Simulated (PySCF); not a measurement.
Consider FH3NSn (SMILES [NH3+][Sn][F]) (charge +1).

The calculation's input:

```
from pyscf import gto, dft

mol = gto.M(
    atom='''
F        1.424975       1.454531      -1.350717
N       -0.521201      -0.278399      -0.284532
Sn      -0.446191       1.908804      -1.182624
H       -0.809980      -0.350880       0.696798
H       -1.091721      -0.956182      -0.801034
H        0.453077      -0.599719      -0.337946
''',
    spin=0,
    charge=1,
    basis='def2-tzvpd',
    max_memory=3720,
    verbose=3,
    ecp={'Sn': 'def2-svp'},
)

mf = dft.RKS(mol)
mf.xc = 'pbe0'
mf = mf.density_fit(auxbasis='def2-universal-jkfit')
mf.max_cycle = 100
mf.conv_tol = 1e-09
mf.grids.level = 3
mf.kernel()
if not mf.converged:
    mf = mf.newton().run(mf.mo_coeff, mf.mo_occ)

e_final = mf.e_tot
print(f'total energy: {e_final:.8f} hartree')
grad = mf.nuc_grad_method().kernel()
mf.analyze()
```

Launched as:

```sh
OMP_NUM_THREADS=2 python calc.py
```

Geometry: PBE0-D4/def2-SVP; core potentials replace the inner electrons of Sn.

The calculation used PySCF 2.14.0, Gaussian-basis quantum chemistry of an isolated molecule with PySCF, energy and nuclear gradient, functional PBE0.

What can the converged electron density and electron localisation function tell about the bonding?

Sn–F (1.93 Å): ρ is about 0.84 e/Å³ halfway; the ELF peaks at about 0.85 in the valence shell of F, 0.5 Å from its nucleus, and drops to about 0.15 between the two atoms.
Sn–N (2.37 Å): ρ is about 0.4 e/Å³ halfway; the ELF peaks at about 0.95 in the valence shell of N, 0.7 Å from its nucleus, and drops to about 0.15 between the two atoms.
N–H (1.03 Å): ρ at the midpoint is about 2.9 e/Å³; the ELF climbs to about 1 towards the hydrogen, as it does in any bond to H: an ordinary covalent bond to hydrogen.

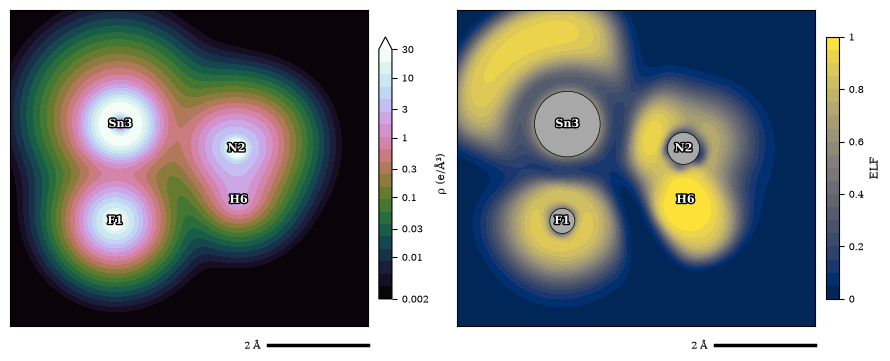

Computed electron density and electron localisation function on the plane of atoms Sn3, N2 and H6, in this order. Grey discs cover the atomic cores in the ELF map. 
